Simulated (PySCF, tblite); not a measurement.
# C2H8OSi3: dynamics, then NMR shifts on frames, part 2 of 2

tblite 0.8.0 and PySCF 2.14.0. Atoms count from 0. Earlier steps stand in the parts before.

## Step 5: Shielding tensors: 625 fs, PBE0/pcSseg-1

Job settings and geometry (Å):

```
{"job": {"kind": "nmr", "xc": "PBE0", "basis": "pcSseg-1", "pop": false}, "charge": 0, "multiplicity": 1}
Si    -3.212100    -0.349300    -0.100100
C     -1.476000     0.117400    -0.268200
C     -0.369600     0.578500    -0.277800
Si     1.394200     0.948200    -0.382400
O      2.345700    -0.317500    -0.029800
Si     1.859100    -1.765800     0.477000
H     -3.824700     0.728900    -0.917100
H     -3.530300    -1.566000    -0.700800
H     -3.563500    -0.242100     1.330800
H      1.698000     1.911800     0.594700
H      1.680900     1.311900    -1.802600
H      1.292800    -1.952300     1.783200
H      3.014100    -2.565500     0.447200
H      0.868300    -2.129100    -0.526900
```

Level: GIAO PBE0/pcSseg-1 NMR shielding, non-relativistic, gas phase.

Log:

```text
coarse grid: 13096 points
cycle   1  E = -1023.9543917580  dE =  6.163e-01  |g| = 7.917e-01  |ddm| = 3.533e+00
cycle   2  E = -1023.7778596621  dE =  1.765e-01  |g| = 1.241e+00  |ddm| = 1.723e+00
cycle   3  E = -1024.0675812021  dE = -2.897e-01  |g| = 1.285e-01  |ddm| = 1.197e+00
cycle   4  E = -1024.0708969765  dE = -3.316e-03  |g| = 4.219e-02  |ddm| = 1.720e-01
cycle   5  E = -1024.0713648448  dE = -4.679e-04  |g| = 1.230e-02  |ddm| = 5.756e-02
cycle   6  E = -1024.0713905750  dE = -2.573e-05  |g| = 6.916e-03  |ddm| = 1.292e-02
cycle   7  E = -1024.0714029008  dE = -1.233e-05  |g| = 7.360e-04  |ddm| = 5.831e-03
cycle   8  E = -1024.0714030463  dE = -1.455e-07  |g| = 8.861e-05  |ddm| = 1.040e-03
final grid: 112384 points
cycle   9  E = -1024.1155853666  dE = -1.119e-05  |g| = 6.760e-03  |ddm| = 2.469e-02
cycle  10  E = -1024.1155730573  dE =  1.231e-05  |g| = 1.063e-02  |ddm| = 1.309e-02
cycle  11  E = -1024.1155936128  dE = -2.056e-05  |g| = 5.707e-04  |ddm| = 8.067e-03
cycle  12  E = -1024.1155936798  dE = -6.694e-08  |g| = 1.926e-04  |ddm| = 7.699e-04
cycle  13  E = -1024.1155936874  dE = -7.599e-09  |g| = 1.007e-04  |ddm| = 2.477e-04
cycle  14  E = -1024.1155936899  dE = -2.471e-09  |g| = 2.279e-05  |ddm| = 8.340e-05
cycle  15  E = -1024.1155936900  dE = -1.342e-10  |g| = 2.038e-06  |ddm| = 2.420e-05
converged SCF energy = -1024.1155936900

GIAO shielding tensors (ppm)
atom      isotropic    diamagn.    paramagn.     s11        s22        s33       span
  0 Si     454.240     882.530    -428.290    434.228    452.437    476.055     41.827
  1 C       66.108     262.943    -196.836    -29.971    -20.424    248.718    278.689
  2 C       67.759     269.249    -201.490    -30.101    -26.739    260.117    290.218
  3 Si     399.821     882.137    -482.316    356.107    377.061    466.294    110.187
  4 O      336.375     399.478     -63.102    285.641    350.575    372.910     87.269
  5 Si     391.607     880.528    -488.920    337.031    362.254    475.537    138.506
  6 H       27.078      28.224      -1.147     23.524     25.831     31.878      8.353
  7 H       28.578      30.202      -1.625     25.047     26.802     33.884      8.836
  8 H       27.273      28.975      -1.702     23.693     25.860     32.266      8.573
  9 H       27.473      30.616      -3.143     23.531     25.919     32.969      9.438
 10 H       26.287      28.959      -2.673     22.581     24.936     31.343      8.762
 11 H       27.073      31.182      -4.109     24.304     25.409     31.506      7.203
 12 H       27.561      29.951      -2.390     23.896     25.734     33.053      9.157
 13 H       26.563      31.786      -5.223     23.101     26.050     30.539      7.438
```

Run time: 17 s. Hardware: 1 thread of Arm Neoverse V1, shared host; peak memory 0.78 GiB.

In short: δ C1 120.8, C2 119.2, Si5 -42.4, Si3 -50.7, H10 5.43, H13 5.15 ppm.

## Step 6: Nuclear shieldings: 800 fs, PBE0/pcSseg-1

Job settings and geometry (Å):

```
{"job": {"kind": "nmr", "xc": "PBE0", "basis": "pcSseg-1", "pop": false}, "charge": 0, "multiplicity": 1}
Si    -3.017200    -0.612800    -0.110200
C     -1.479200     0.218300    -0.447400
C     -0.382100     0.749900    -0.284400
Si     1.497300     1.082900    -0.174900
O      2.032100    -0.410600     0.034200
Si     1.907600    -1.875500     0.691600
H     -3.897200     0.552900    -0.155500
H     -3.299400    -1.796000    -0.941300
H     -2.980000    -0.943200     1.393600
H      1.811900     2.077400     0.886700
H      2.185100     1.415400    -1.465200
H      0.819600    -1.767100     1.765400
H      3.097300    -2.532600     1.327800
H      1.369500    -2.608700    -0.475700
```

Level: GIAO PBE0/pcSseg-1 NMR shielding, non-relativistic, gas phase.

Log:

```text
coarse grid: 13096 points
cycle   1  E = -1023.9441115460  dE =  3.953e-01  |g| = 8.088e-01  |ddm| = 3.479e+00
cycle   2  E = -1023.7577817074  dE =  1.863e-01  |g| = 1.270e+00  |ddm| = 1.870e+00
cycle   3  E = -1024.0628956590  dE = -3.051e-01  |g| = 1.198e-01  |ddm| = 1.302e+00
cycle   4  E = -1024.0655764385  dE = -2.681e-03  |g| = 4.567e-02  |ddm| = 1.641e-01
cycle   5  E = -1024.0660605056  dE = -4.841e-04  |g| = 2.019e-02  |ddm| = 6.067e-02
cycle   6  E = -1024.0661545737  dE = -9.407e-05  |g| = 7.168e-03  |ddm| = 1.856e-02
cycle   7  E = -1024.0661678965  dE = -1.332e-05  |g| = 6.649e-04  |ddm| = 6.126e-03
cycle   8  E = -1024.0661680142  dE = -1.177e-07  |g| = 9.199e-05  |ddm| = 8.966e-04
final grid: 112384 points
cycle   9  E = -1024.1122030129  dE = -7.501e-06  |g| = 7.432e-03  |ddm| = 1.726e-02
cycle  10  E = -1024.1121889670  dE =  1.405e-05  |g| = 1.153e-02  |ddm| = 1.405e-02
cycle  11  E = -1024.1122129448  dE = -2.398e-05  |g| = 6.181e-04  |ddm| = 8.699e-03
cycle  12  E = -1024.1122130210  dE = -7.627e-08  |g| = 2.654e-04  |ddm| = 8.781e-04
cycle  13  E = -1024.1122130350  dE = -1.398e-08  |g| = 1.395e-04  |ddm| = 2.853e-04
cycle  14  E = -1024.1122130400  dE = -4.977e-09  |g| = 1.887e-05  |ddm| = 1.130e-04
cycle  15  E = -1024.1122130401  dE = -8.868e-11  |g| = 3.082e-06  |ddm| = 2.495e-05
converged SCF energy = -1024.1122130401

GIAO shielding tensors (ppm)
atom      isotropic    diamagn.    paramagn.     s11        s22        s33       span
  0 Si     454.376     882.168    -427.792    426.865    450.033    486.229     59.364
  1 C       71.424     267.811    -196.387    -31.738    -14.340    260.350    292.088
  2 C       55.105     273.782    -218.677    -50.201    -40.870    256.385    306.586
  3 Si     401.386     879.992    -478.606    356.840    398.363    448.956     92.116
  4 O      316.243     400.772     -84.529    244.965    312.357    391.408    146.443
  5 Si     394.209     880.601    -486.392    349.253    370.058    463.314    114.061
  6 H       27.129      28.601      -1.472     23.398     25.740     32.247      8.849
  7 H       27.276      29.062      -1.786     23.929     25.463     32.436      8.508
  8 H       26.142      29.300      -3.157     22.896     25.341     30.190      7.294
  9 H       26.262      28.383      -2.121     23.325     24.269     31.193      7.867
 10 H       25.958      28.255      -2.296     22.648     24.015     31.212      8.565
 11 H       25.733      31.357      -5.624     22.538     25.346     29.315      6.777
 12 H       26.013      27.907      -1.894     23.115     24.265     30.661      7.546
 13 H       26.154      31.107      -4.952     22.834     24.676     30.952      8.118
```

Wall time 17 s (1 thread of Arm Neoverse V1, shared host); peak memory 0.78 GiB.

This run: δ C2 131.8, C1 115.5, Si5 -45.1, Si3 -52.2, H11 5.98, H10 5.76 ppm.

## Step 7: Shielding tensors: 1000 fs, PBE0/pcSseg-1

Job settings and geometry (Å):

```
{"job": {"kind": "nmr", "xc": "PBE0", "basis": "pcSseg-1", "pop": false}, "charge": 0, "multiplicity": 1}
Si    -3.374500    -0.166000     0.253900
C     -1.689400     0.545300     0.016300
C     -0.528900     0.669500    -0.231200
Si     1.276300     0.907700    -0.273100
O      2.202600    -0.471900    -0.096400
Si     2.493300    -1.975800     0.512400
H     -4.081000     0.105700    -1.048600
H     -3.414900    -1.623000     0.286200
H     -4.075500     0.457800     1.385300
H      1.749000     1.633200     0.978000
H      1.650200     1.337300    -1.634600
H      2.862800    -3.004100    -0.483900
H      1.293400    -2.356500     1.239100
H      3.570300    -1.784100     1.524000
```

Level: GIAO PBE0/pcSseg-1 NMR shielding, non-relativistic, gas phase.

Log:

```text
coarse grid: 13096 points
cycle   1  E = -1023.9555638478  dE =  3.644e-01  |g| = 8.127e-01  |ddm| = 3.504e+00
cycle   2  E = -1023.7395063830  dE =  2.161e-01  |g| = 1.327e+00  |ddm| = 1.899e+00
cycle   3  E = -1024.0757323035  dE = -3.362e-01  |g| = 1.364e-01  |ddm| = 1.380e+00
cycle   4  E = -1024.0793766451  dE = -3.644e-03  |g| = 4.681e-02  |ddm| = 1.939e-01
cycle   5  E = -1024.0799097577  dE = -5.331e-04  |g| = 1.849e-02  |ddm| = 6.477e-02
cycle   6  E = -1024.0799812159  dE = -7.146e-05  |g| = 7.535e-03  |ddm| = 1.754e-02
cycle   7  E = -1024.0799962525  dE = -1.504e-05  |g| = 6.836e-04  |ddm| = 6.837e-03
cycle   8  E = -1024.0799963815  dE = -1.290e-07  |g| = 9.526e-05  |ddm| = 9.973e-04
final grid: 112384 points
cycle   9  E = -1024.1251205600  dE = -8.541e-06  |g| = 6.759e-03  |ddm| = 2.065e-02
cycle  10  E = -1024.1251075113  dE =  1.305e-05  |g| = 1.082e-02  |ddm| = 1.390e-02
cycle  11  E = -1024.1251287422  dE = -2.123e-05  |g| = 5.867e-04  |ddm| = 8.640e-03
cycle  12  E = -1024.1251288108  dE = -6.858e-08  |g| = 2.083e-04  |ddm| = 7.976e-04
cycle  13  E = -1024.1251288203  dE = -9.486e-09  |g| = 1.013e-04  |ddm| = 2.668e-04
cycle  14  E = -1024.1251288228  dE = -2.524e-09  |g| = 2.214e-05  |ddm| = 8.622e-05
cycle  15  E = -1024.1251288229  dE = -1.205e-10  |g| = 2.532e-06  |ddm| = 2.417e-05
converged SCF energy = -1024.1251288229

GIAO shielding tensors (ppm)
atom      isotropic    diamagn.    paramagn.     s11        s22        s33       span
  0 Si     449.592     880.907    -431.315    422.005    440.357    486.415     64.410
  1 C       72.030     270.272    -198.241    -21.946    -14.982    253.019    274.966
  2 C       67.934     264.708    -196.774    -38.753    -25.620    268.175    306.928
  3 Si     398.157     879.723    -481.566    355.065    382.457    456.949    101.884
  4 O      321.954     400.962     -79.008    239.988    341.394    384.481    144.493
  5 Si     392.924     879.424    -486.499    344.154    365.254    469.365    125.211
  6 H       26.905      27.800      -0.895     23.591     25.444     31.681      8.090
  7 H       27.288      29.786      -2.498     23.986     26.016     31.862      7.877
  8 H       27.524      27.991      -0.467     24.059     25.624     32.889      8.831
  9 H       25.361      28.449      -3.088     21.545     24.412     30.125      8.580
 10 H       26.307      28.324      -2.018     22.382     25.231     31.306      8.924
 11 H       26.410      28.524      -2.114     23.410     24.581     31.238      7.828
 12 H       26.629      31.750      -5.121     22.951     26.097     30.839      7.888
 13 H       26.258      28.093      -1.835     22.989     24.580     31.203      8.214
```

Wall time 17 s (1 thread of Arm Neoverse V1, shared host); peak memory 0.78 GiB.

Key values: δ C2 119.0, C1 114.9, Si5 -43.8, Si3 -49.0, H9 6.36, H13 5.46 ppm.

## Step 8: Run by run: NMR shifts

Shifts (ppm) of some atoms, chosen among heavy atoms and hydrogens apart, with basis size and wall time:

```csv
frame,C2,C1,H9,H7,Si3,Si0,O4,functions,time
250 fs,121.9,108.3,5.82,4.21,-64.3,-100.3,10.3,163,17 s
425 fs,119.9,119.4,5.42,5.20,-52.1,-94.3,17.9,163,16 s
625 fs,119.2,120.8,4.24,3.14,-50.7,-105.1,-0.3,163,17 s
800 fs,131.8,115.5,5.45,4.44,-52.2,-105.2,19.8,163,17 s
1000 fs,119.0,114.9,6.36,4.43,-49.0,-100.4,14.1,163,17 s
```

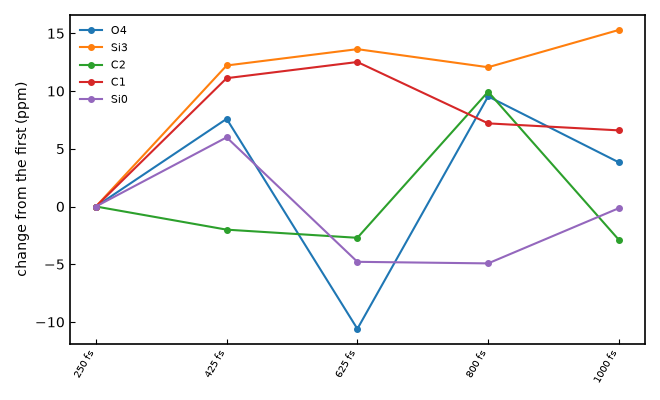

How five of the tabulated atoms move from run to run.

## Step 9: Summary of results

What follows sums up all 2 parts.

| quantity | value |
| --- | --- |
| thermostat | 300 K |
| mean temperature, second half | 307 K |
| mean potential energy above the minimum | 0.52 eV |
| 13C shifts against TMS (PBE0/pcSseg-1, 250 fs) | 121.9, 108.3 ppm |
| 1H shifts against TMS (PBE0/pcSseg-1, 250 fs) | 5.82, 5.26, 4.84, 4.77, 4.64, 4.21, 4.03, 3.84 ppm |
| 29Si shifts against TMS (PBE0/pcSseg-1, 250 fs) | -45.6, -64.3, -100.3 ppm |
| 17O shifts against H2O (PBE0/pcSseg-1, 250 fs) | 10.3 ppm |
| range of the shift of O4 | -0.3 to 19.8 ppm |

In words: In the second half the potential energy averages 0.52 eV above the minimum; equipartition over 36 harmonic modes at 300 K would give 0.47 eV. With 14 atoms the temperature swings widely (196 to 455 K). Shifts at one fixed geometry are not the observed spectrum, which averages over the motion. In the first frame run (250 fs): The largest span, 310 ppm, is at C2, where the paramagnetic term is -201 ppm. In ppm, O4 moves most: its shift spreads over 20.1 ppm, from -0.3 (625 fs) to 19.8 (800 fs).
